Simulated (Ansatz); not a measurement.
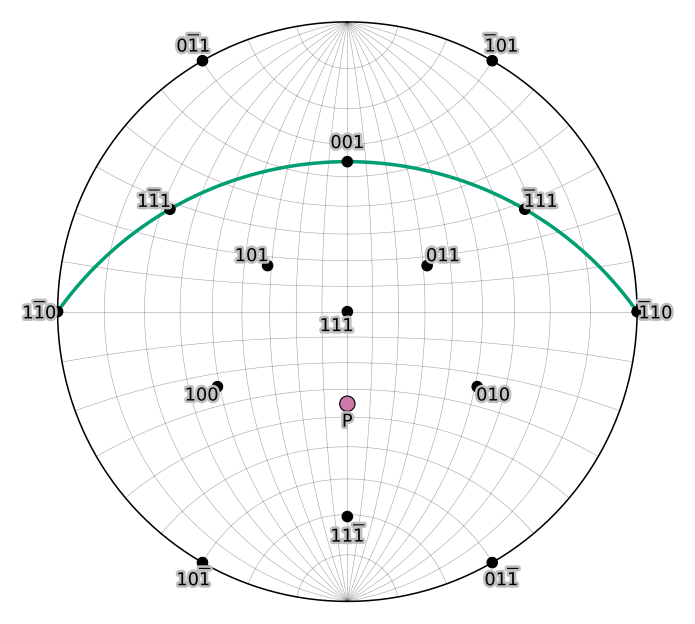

For SnGe2, the end point of a relaxation with Ansatz 0.2.0, DFT PBE, scalar-relativistic, plane waves, PAW; the starting structure was generated, so it need not be a known form of this composition: stereographic projection of plane normals (upper hemisphere) centred on (1 1 1). Symmetry computed with spglib at a tolerance of 0.002 Å; standard conventional cell.

a = 6.788 Å, b = 6.788 Å, c = 6.788 Å, α = 90.00°, β = 90.00°, γ = 90.00°.

Question: Index the pole marked P.

Answer: P is (1 1 0), 35.3° from the centre.

Question: Which zone does the coloured great circle trace?

Answer: The zone [1 1 0]: its poles satisfy h + k = 0.

Question: What is the angle between the normals of (−1 1 1) and (0 0 1), and what are their d_hkl = 1/|g|?

Answer: 54.7°; d = 3.919 Å and 6.788 Å.
